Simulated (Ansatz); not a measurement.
# Fields on a plane of ScAl3 (Cu3Au type)

```yaml
crystal:
  lattice:
    - [4.10550, 0.00000, 0.00000]
    - [0.00000, 4.10550, 0.00000]
    - [0.00000, 0.00000, 4.10550]
  atoms:
    - { symbol: Al, position: [0.00000, 0.50000, 0.50000] }
    - { symbol: Al, position: [0.50000, 0.50000, 0.00000] }
    - { symbol: Al, position: [0.50000, 0.00000, 0.50000] }
    - { symbol: Sc, position: [0.00000, 0.00000, 0.00000] }
```

The slice is a {100} plane (indices of the conventional cell) through the point (0.500, 0.000, 0.500) (fractional), spanned by u = [100] and v = [010] in vectors of this cell: u (4.11 Å) and v (4.11 Å, at 90° to u). It covers one period; positions are fractions (u, v).

Atoms on it: Al at (0.50, 0.50); Al at (0.00, 0.00).

Level of theory: PBE (plane waves to 420 eV, PAW, scalar-relativistic; Ansatz, a first-principles code). k mesh 11×11×11. Near the nuclei the fields are pseudised (PAW); where an atom keeps semicore shells as valence, they peak there. ScAl3 is run without spin polarisation. ScAl3 was relaxed with its symmetry unable to fall.

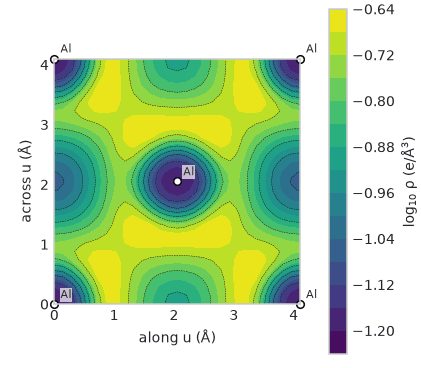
Fig. 1. Log₁₀ of the valence density in e/Å³, one period of the plane, atoms marked. The scale is logarithmic, as a density can span decades between atoms and voids.

```
v \ u  0.00  0.14  0.29  0.43  0.57  0.71  0.86
-----  ----  ----  ----  ----  ----  ----  ----
0.86      x     x   4.6   6.6   6.6   4.6     x
0.71    2.3   4.2   3.4     x     x   3.4   4.2
0.57    7.2   6.0     x     x     x     x   6.0
0.43    7.2   6.0     x     x     x     x   6.0
0.29    2.3   4.2   3.4     x     x   3.4   4.2
0.14      x     x   4.6   6.6   6.6   4.6     x
0.00      x     x   2.9   7.8   7.8   2.9     x
```

Values: electrostatic potential energy of an electron, from the cell's mean, in eV. Points within 1 Å of a nucleus are blanked (x), as the pseudised field means little there. Values under 0 eV are set to 0. The zero, the cell's mean, hangs on the PAW cores.

The density on the Al–Al line (2.90 Å) at its midpoint is 0.20 e/Å³. The ELF at that point is 0.69. ELF maximum in the middle third of the Al–Al line: 0.70, 1.2 Å from Al.
